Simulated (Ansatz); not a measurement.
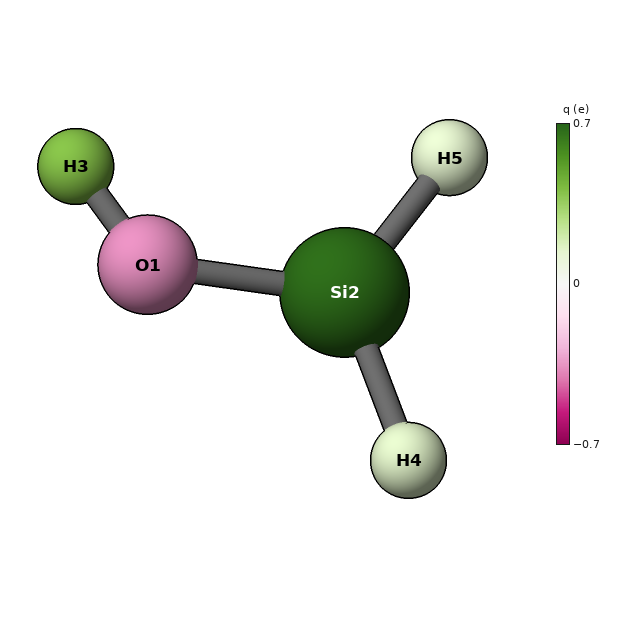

Atoms are coloured by their Mulliken charges. Charge +1, singlet. Computed geometry: PBE0-D4/def2-TZVP optimisation. No frequency run is at hand to confirm it as a minimum. Properties computed with RKS PBE0-D4/def2-TZVP (Ansatz 0.2.0).

Q: Which atom carries the highest charge (most positive or least negative)?

A: Si2 (0.67 e).

Q: And the lowest?

A: O1 (−0.36 e).

List the Mulliken charges.

```tsv
atom	value (e)
O1	−0.36
Si2	0.67
H3	0.40
H4	0.15
H5	0.14
```

Mulliken values depend strongly on the basis set and can even reverse the polarity of a bond.
